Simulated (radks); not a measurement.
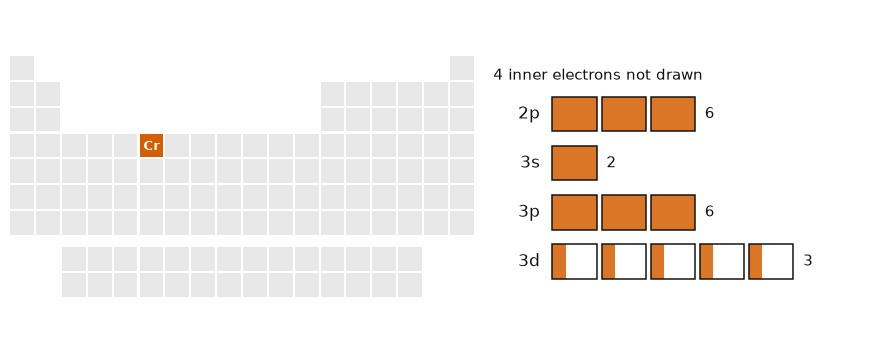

Left, the place of chromium in the periodic table; right, the outer shells as the input fills them: a box for each of the 2l + 1 orbitals, shaded by the share of the shell that is filled, with the electron count at the right.

# Run report: Cr³⁺, atomic calculation

- system: the Cr³⁺ ion in the configuration [Ar] 3d3 (3d3/2: 3).
- method: Dirac Kohn-Sham, PBE, spin-unpolarised, spherical densities, point nucleus (the in-house radial solver radks)

**What the run reported**

| quantity | value |
| --- | --- |
| outcome | converged |
| total energy | −1048.5770 hartree |
| kinetic energy | 1061.0063 hartree |
| electron–nucleus energy | −2474.0794 hartree |
| Hartree energy | 412.066264 hartree |
| exchange–correlation energy | −47.570219 hartree |
| radius at density 0.001 e/bohr³ | 2.79 bohr |
| SCF iterations | 15 |
| hardware | 1 thread of Arm Neoverse N1, 77 GiB of memory available, shared host |

**What is odd here**

A numerical setting was moved from its usual value: mesh step h = 0.012. The program ran to the end, and its total energy equals that of the same run with the usual input (−1048.57698 hartree) within 10⁻⁵ hartree, so the oddity leaves no trace in it.

**Input file**
```
Z 24
configuration [Ar] 3d3
relativity Dirac
functional pbe,pbe
spin unpolarised
j_filling energy
nucleus point
c 137.035999084
mesh_step 0.012
max_iterations 75
```

Energies in input and log are in hartree, lengths in bohr.

The run was one of a batch that the task file lists, launched with:
```bash
python <driver script> task.json out
```

**Output**
```
1s1/2   1   2.0000        -217.53312839
2s1/2   1   2.0000         -25.99579984
2p1/2   1   2.0000         -22.29340925
2p3/2   1   4.0000         -21.97579414
3s1/2   1   2.0000          -4.14020708
3p1/2   1   2.0000          -3.10210507
3p3/2   1   4.0000          -3.06279682
3d3/2   1   3.0000          -1.43898925
3d5/2   1   0.0000          -1.43494219
Etot -1048.5769805339144
Ekin 1061.006342611647
Encl -2474.0793678785385
Eh 412.066263937196
Exc -47.57021920421883
err 2.6787524964226397e-10
it 15
```

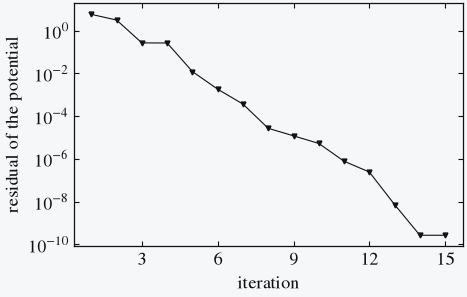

Convergence: residual of the potential against the iteration. The residual falls almost steadily, with no more than small rises or pauses. It goes from 5.8 to 2.7×10⁻¹⁰ in 15 steps.
